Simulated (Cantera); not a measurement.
Input: 1 mol CH3SiH3, 0.097 mol C2H2, 1.1 mol H2, held at 0.00220 bar.

Equilibrium computed with Cantera from the NASA thermochemical tables; the gas is ideal and each condensed phase is pure. Candidate condensed phases: C, C6H6, C7H8, C8H18, Si, SiC; 87 gas species. The feed counts by its element totals alone. Gases not in the tables: Si2H6 and higher silanes. Kinetics and transport are ignored.

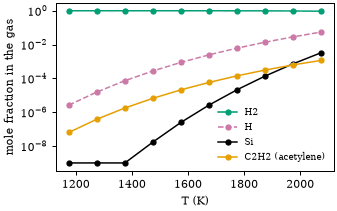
Figure: Equilibrium gas composition (values under 1e-9 drawn at 1e-9)

Task: Read off the mole fractions at 1475 K.

Result: H2 about 1.00, H about 0.00028, C2H2 (acetylene) about 6.7e-6, Si about 1.7e-8.
